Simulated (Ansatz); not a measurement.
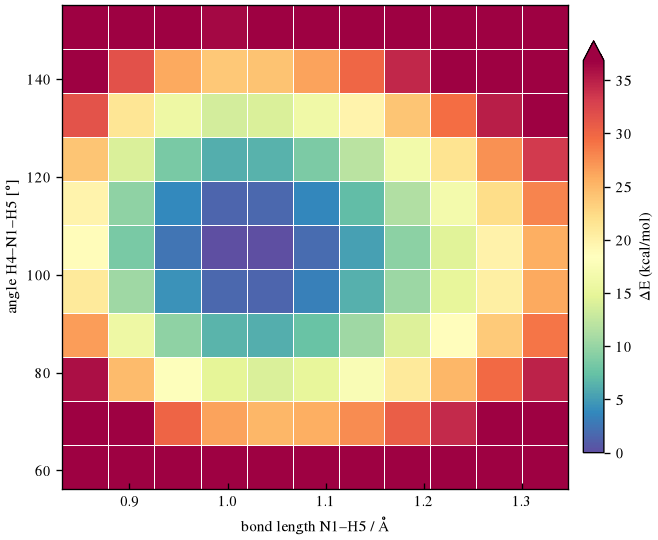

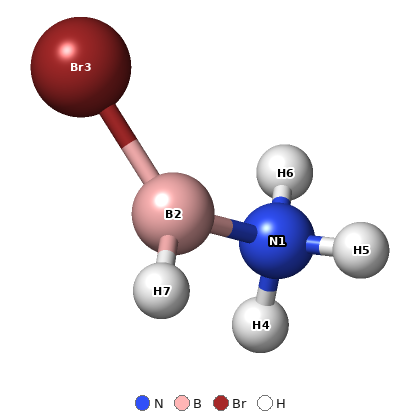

Energy landscape of BBrH₄N, SMILES [NH3+]BBr, charge +1. The first coordinate is: bond length N1–H5; the second: angle H4–N1–H5. Nothing is relaxed (all other coordinates rigid). The scan uses an 11 × 11 grid. Energies are in kcal/mol, from the lowest grid point. Computed with Ansatz, RKS BHLYP-D4/def2-TZVP.

Drawn: one coloured cell a grid point, one colour for all values above the top of the scale. The second picture is the structure at the lowest point.

Question: Describe this landscape.

Answer: The lowest grid point is at bond length N1–H5 = 0.996 Å, angle H4–N1–H5 = 105.7°. No other kind of well shows on this grid. The highest grid point, bond length N1–H5 = 0.855 Å, angle H4–N1–H5 = 60.7°, lies 65.5 kcal/mol above the lowest. Round the minimum the two coordinates are weakly coupled (coupling 0.07 in units of the two stiffnesses).

Grid values (kcal/mol):

| angle H4–N1–H5 ↓, bond length N1–H5 → | 0.855 | 0.902 | 0.949 | 0.996 | 1.043 | 1.090 | 1.137 | 1.183 | 1.230 | 1.277 | 1.324 |
| --- | --- | --- | --- | --- | --- | --- | --- | --- | --- | --- | --- |
| 150.7 | 54.1 | 44.1 | 38.5 | 36.4 | 36.7 | 38.9 | 42.5 | 46.9 | 52.1 | 57.7 | 63.7 |
| 141.7 | 41.6 | 31.6 | 26.0 | 23.9 | 24.2 | 26.4 | 30.0 | 34.4 | 39.7 | 45.4 | 51.3 |
| 132.7 | 31.5 | 21.4 | 15.9 | 13.7 | 14.0 | 16.2 | 19.7 | 24.2 | 29.4 | 35.1 | 41.1 |
| 123.7 | 24.1 | 14.0 | 8.4 | 6.1 | 6.4 | 8.5 | 12.0 | 16.5 | 21.7 | 27.4 | 33.3 |
| 114.7 | 19.8 | 9.6 | 3.9 | 1.5 | 1.7 | 3.7 | 7.2 | 11.5 | 16.6 | 22.3 | 28.2 |
| 105.7 | 18.7 | 8.4 | 2.5 | 0.0 | 0.0 | 1.9 | 5.2 | 9.4 | 14.4 | 19.9 | 25.7 |
| 96.7 | 21.0 | 10.5 | 4.4 | 1.7 | 1.5 | 3.2 | 6.3 | 10.3 | 15.1 | 20.4 | 26.0 |
| 87.7 | 26.7 | 15.9 | 9.6 | 6.6 | 6.1 | 7.6 | 10.4 | 14.1 | 18.6 | 23.7 | 29.1 |
| 78.7 | 35.9 | 24.8 | 18.1 | 14.8 | 14.0 | 15.1 | 17.5 | 20.9 | 25.1 | 29.8 | 34.8 |
| 69.7 | 48.7 | 37.2 | 30.1 | 26.4 | 25.1 | 25.7 | 27.7 | 30.6 | 34.3 | 38.5 | 43.1 |
| 60.7 | 65.5 | 53.5 | 45.8 | 41.5 | 39.6 | 39.5 | 40.9 | 43.2 | 46.3 | 49.9 | 53.9 |

The input of one point:

```yaml
crystal:
  periodic: [false, false, false]
  atoms:
    - { symbol: "N", position_ang: [-0.501198, 0.491963, -0.00252] }
    - { symbol: B, position_ang: [0.56019, -0.623645, -0.142437] }
    - { symbol: Br, position_ang: [1.650054, -0.971894, 1.29803] }
    - { symbol: H, position_ang: [-1.434004, 0.119546, -0.170467] }
    - { symbol: H, position_ang: [-0.362379, 1.193752, -0.695512] }
    - { symbol: H, position_ang: [-0.500402, 0.942497, 0.907152] }
    - { symbol: H, position_ang: [0.584704, -1.168476, -1.178069] }
total_charge: 1
basis:
  gaussian: { orbitals: def2-TZVP }
hamiltonian:
  xc: { name: BHLYP }
  dispersion: d4
output:
  forces: true
```

Time for the 121 points that were run: 10 min on 1 thread of Arm Neoverse V1, with other jobs on the host.
